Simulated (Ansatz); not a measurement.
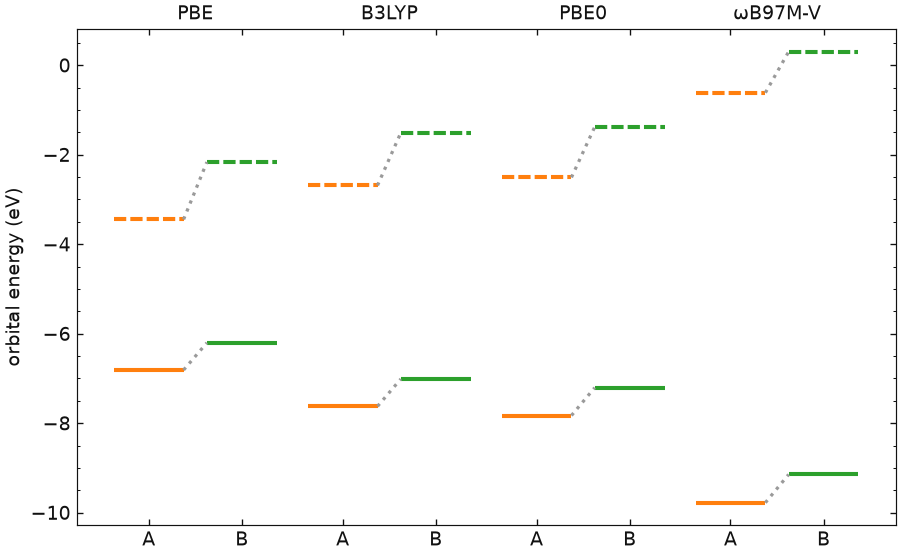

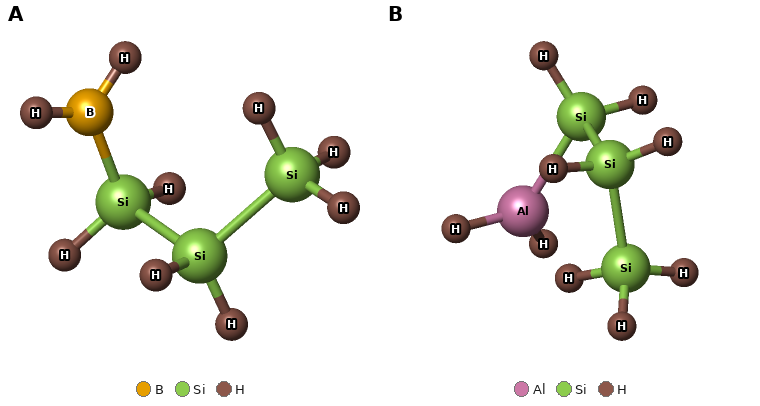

One change: A, BSi₃H₉ (SMILES B[SiH2][SiH2][SiH3]), becomes B, AlSi₃H₉ (SMILES [AlH2][SiH2][SiH2][SiH3]). BH₂ on Si is replaced by AlH₂. HOMO (solid) and LUMO (dashed) computed in def2-TZVPP at PBE0-D4/def2-TZVP geometries, both minima by their frequencies, gas phase, the Ansatz code. Empty levels above zero depend strongly on the basis.

What does the change do to HOMO and LUMO?

Answer. PBE: the HOMO rises by 0.61 eV, the LUMO rises by 1.28 eV, and the separation goes from 3.37 to 4.04 eV. B3LYP: the HOMO rises by 0.61 eV, the LUMO rises by 1.18 eV, and the separation goes from 4.94 to 5.50 eV. PBE0: the HOMO rises by 0.62 eV, the LUMO rises by 1.13 eV, and the separation goes from 5.32 to 5.83 eV. ωB97M-V: the HOMO rises by 0.63 eV, the LUMO rises by 0.92 eV, and the separation goes from 9.16 to 9.45 eV.

Do the functionals agree on the effect?

Answer. They agree on the direction for both levels; the HOMO shift lies between 0.61 and 0.63 eV and the LUMO shift between 0.92 and 1.28 eV, while the separations themselves differ by up to 5.8 eV between functionals.

Note: one conformer of each flexible molecule.
